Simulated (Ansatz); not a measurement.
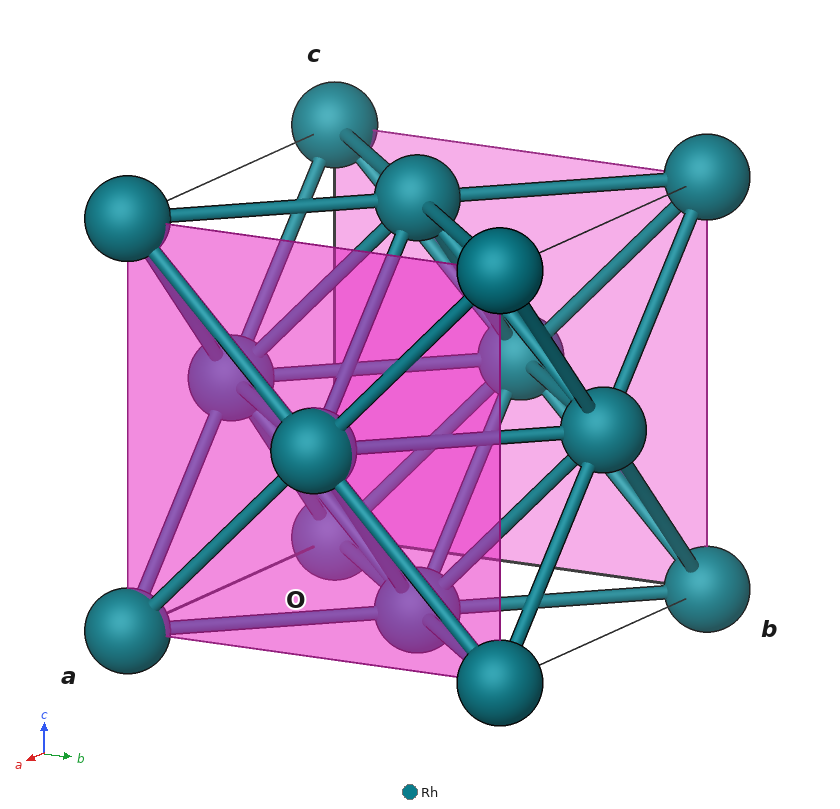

Crystal: Rh, the input geometry of an electronic-structure calculation (not necessarily at equilibrium). Every member of one family of equally spaced planes, hx + ky + lz = a whole number, that cuts the unit cell is shaded (one member passes through the origin O). All values are computed from the atomic coordinates in the standard setting (tolerance 0.002 Å).

a = 3.780 Å, b = 3.780 Å, c = 3.780 Å, α = 90.00°, β = 90.00°, γ = 90.00°.

### Index the planes.

(1 0 0); the opposite sign names the same planes. The member next to the origin meets the axes a at 1, b never, c never.

### What is the spacing?

d = 3.780 Å.

### Which atoms of the cell lie in these planes (within 0.03 Å)?

2 of the 4 Rh.
